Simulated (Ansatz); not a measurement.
# Si2H5O (SMILES [SiH2]O[SiH3]): UBLYP/6-311+G(d,p)

What is the electronic atomisation energy of Si2H5O at UBLYP/6-311+G**? 

The calculation is run with Ansatz 0.2.0.

25 further runs of the same task are left out: 25 set aside as unsound or not needed. Runs told in other sessions of the task aren't counted.

### 1 Starting point

The species is Si2H5O (8 atoms), meant as a doublet with charge 0. SMILES: `[SiH2]O[SiH3]`. Geometry: relaxed at PBE0-D4/def2-TZVP. This is one conformer, not always the lowest.

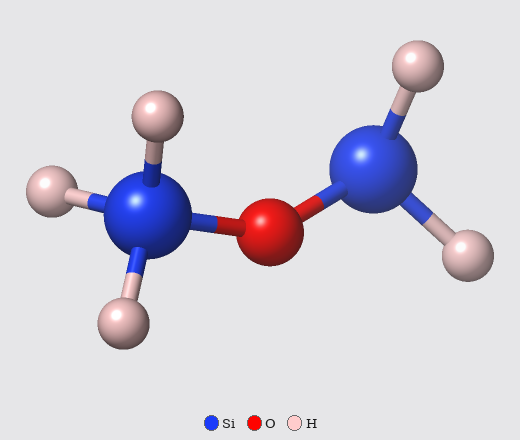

Viewed from a chosen angle; silicon blue, oxygen red, hydrogen pink.

### 2 The energy at UBLYP/6-311+G(d,p)

File in.yaml:

```yaml
basis:
  gaussian:
    orbitals: 6-311+G_st__st_-spherical.json
crystal:
  periodic: [false, false, false]
  atoms:
    - {symbol: Si, position_ang: [-1.281200, 0.933000, -0.865900]}
    - {symbol: O, position_ang: [-0.352300, -0.279200, -0.276900]}
    - {symbol: Si, position_ang: [0.765000, -0.723000, 0.835900]}
    - {symbol: H, position_ang: [-1.902800, 0.458100, -2.133600]}
    - {symbol: H, position_ang: [-0.440600, 2.142000, -1.118700]}
    - {symbol: H, position_ang: [1.291900, -2.054600, 0.453100]}
    - {symbol: H, position_ang: [0.138100, -0.799300, 2.180400]}
    - {symbol: H, position_ang: [1.874100, 0.266000, 0.869800]}
magnetization:
  spin_polarized: true
  initial_magnetization: 1
hamiltonian:
  xc: {name: BLYP}
accuracy: high
output: {orbitals: {seedname: orbitals}}
```

The basis set 6-311+G** is read from a file made from the Basis Set Exchange's data (not shown).

The run is started by

```
$ ansatz run in.yaml --threads 1 --pin off --max-ram 2610MiB --events-out events.jsonl --progress --plain --runs-dir runs
```

Output:

```text
Warning: RAYON_NUM_THREADS=1 ignored (pool sized by the plan → 1); use --threads N
Functional definition: BLYP
  name "BLYP"
  parameter beta = 0.0042
  parameter a = 0.04918
  parameter b = 0.132
  parameter c = 0.2533
  parameter d = 0.349
  exchange = b88_x(beta = beta)
  correlation = lyp_c(a = a, b = b, c = c, d = d)
2081 factors; integrals over basis functions are off by at most 4.2e-9 eV
mean field evaluation 1: about -17876.1204 eV, gradient 5.0e1 eV
mean field evaluation 2: about -17811.7263 eV, gradient 1.2e2 eV
mean field evaluation 4: about -17884.3458 eV, gradient 3.6e0 eV
mean field evaluation 8: about -17884.4274 eV, gradient 4.4e-2 eV
mean field evaluation 16: about -17884.4275 eV, gradient 1.5e-5 eV
mean field -17884.42745511 eV, -657.2405864751 hartree, gradient 7.4e-8 eV, S^2 0.751017; 0 other end points of the search recorded, 0 dependent functions left out
reference -17884.42751758 eV, -657.2405887706 hartree; 21, 20 occupied and 91, 92 virtual orbitals, 2081 factors
Total energy: -17884.42751758 eV, -657.2405887706 hartree
```

Run time: 13 s. Hardware: 1 thread of Arm Neoverse V2, shared host; peak memory 0.35 GiB.

### 3 The H atom at the same level

File run.yaml:

```yaml
crystal:
  periodic: [false, false, false]
  atoms:
    - symbol: H
      position_ang: [0.000000, 0.000000, 0.000000]
basis:
  gaussian: {orbitals: 6-311+G_st__st_.json}
magnetization: {spin_polarized: true, initial_magnetization: 1}
hamiltonian: {xc: {name: BLYP}}
accuracy: high
```

The basis set 6-311+G** is read from a file made from the Basis Set Exchange's data (not shown).

Run the same way, it converges to -0.49755 Eh (log not shown).

### 4 The O atom at the same level

File molecule.yaml:

```yaml
crystal:
  periodic: [false, false, false]
  atoms:
    - {symbol: O, position_ang: [0.000000, 0.000000, 0.000000]}
basis:
  gaussian:
    orbitals: 6-311+G_st__st_.json
magnetization:
  spin_polarized: true
  initial_magnetization: 2
hamiltonian:
  xc: {name: BLYP}
accuracy: high
```

The basis set 6-311+G** is read from a file made from the Basis Set Exchange's data (not shown).

The run is started by

```
$ ansatz run molecule.yaml --threads 1 --pin off --max-ram 2610MiB --events-out events.jsonl --progress --plain --runs-dir runs
```

Output:

```text
Warning: RAYON_NUM_THREADS=1 ignored (pool sized by the plan → 1); use --threads N
[... 9 set-up lines as earlier in the session ...]
174 factors; integrals over basis functions are off by at most 3.4e-9 eV
mean field evaluation 1: about -2042.6998 eV, gradient 9.8e0 eV
mean field evaluation 2: about -2042.5697 eV, gradient 1.1e1 eV
mean field evaluation 4: about -2043.0107 eV, gradient 2.3e-2 eV
mean field evaluation 8: about -2043.0109 eV, gradient 1.5e-4 eV
mean field evaluation 16: about -2042.8656 eV, gradient 6.1e0 eV
mean field evaluation 32: about -2043.0109 eV, gradient 5.8e-9 eV
mean field evaluation 64: about -2043.0109 eV, gradient 6.2e-4 eV
mean field -2043.01089405 eV, -75.0792655540 hartree, gradient 1.5e-8 eV, S^2 2.003037; 9 other end points of the search recorded, 0 dependent functions left out
reference -2043.01092702 eV, -75.0792667656 hartree; 5, 3 occupied and 17, 19 virtual orbitals, 174 factors
Total energy: -2043.01092702 eV, -75.0792667656 hartree
```

Wall time 1.1 s (1 thread of Arm Neoverse V2, shared host).

### 5 The Si atom at the same level

File job.yaml:

```yaml
basis:
  gaussian: {orbitals: 6-311+G_st__st_-spherical.json}
crystal:
  periodic: [false, false, false]
  atoms:
    - symbol: Si
      position_ang: [0.000000, 0.000000, 0.000000]
hamiltonian: {xc: {name: BLYP}}
accuracy: high
magnetization: {spin_polarized: true, initial_magnetization: 2}
```

The basis set 6-311+G** is read from a file made from the Basis Set Exchange's data (not shown).

The run is started by

```
$ ansatz run job.yaml --threads 1 --pin off --max-ram 2610MiB --events-out events.jsonl --progress --plain --runs-dir runs
```

Output:

```text
Warning: RAYON_NUM_THREADS=1 ignored (pool sized by the plan → 1); use --threads N
[... 9 set-up lines as earlier in the session ...]
230 factors; integrals over basis functions are off by at most 3.5e-9 eV
mean field evaluation 1: about -7874.2810 eV, gradient 4.4e0 eV
mean field evaluation 2: about -7874.3821 eV, gradient 3.6e0 eV
mean field evaluation 4: about -7874.4407 eV, gradient 2.7e-1 eV
mean field evaluation 8: about -7874.4402 eV, gradient 2.9e-3 eV
mean field evaluation 16: about -7874.3747 eV, gradient 2.6e0 eV
mean field evaluation 32: about -7874.1643 eV, gradient 5.5e0 eV
mean field -7874.44021403 eV, -289.3803403785 hartree, gradient 3.1e-8 eV, S^2 2.001667; 3 other end points of the search recorded, 0 dependent functions left out
reference -7874.44024546 eV, -289.3803415335 hartree; 8, 6 occupied and 22, 24 virtual orbitals, 230 factors
Total energy: -7874.44024546 eV, -289.3803415335 hartree
```

Run time: 1.4 s. Hardware: 1 thread of Arm Neoverse V2, shared host.

### 6 What came out

At UBLYP/6-311+G**:

| quantity | value |
| --- | --- |
| molecule: total energy | -657.24059 Eh |
| molecule: HOMO energy (highest over α and β) | -4.71 eV |
| molecule: LUMO energy (lowest over α and β) | -3.28 eV |
| molecule: ⟨S²⟩ | 0.751 |
| H atom: total energy | -0.49755 Eh |
| H atom: ⟨S²⟩ | 0.750 |
| O atom: total energy | -75.07927 Eh |
| O atom: ⟨S²⟩ | 2.003 |
| Si atom: total energy | -289.38034 Eh |
| Si atom: ⟨S²⟩ | 2.002 |
| electronic atomisation energy | 24.840 eV |

Taking the molecule apart into free atoms costs 24.84 eV (2397 kJ/mol), before zero-point energy and without spin-orbit coupling.
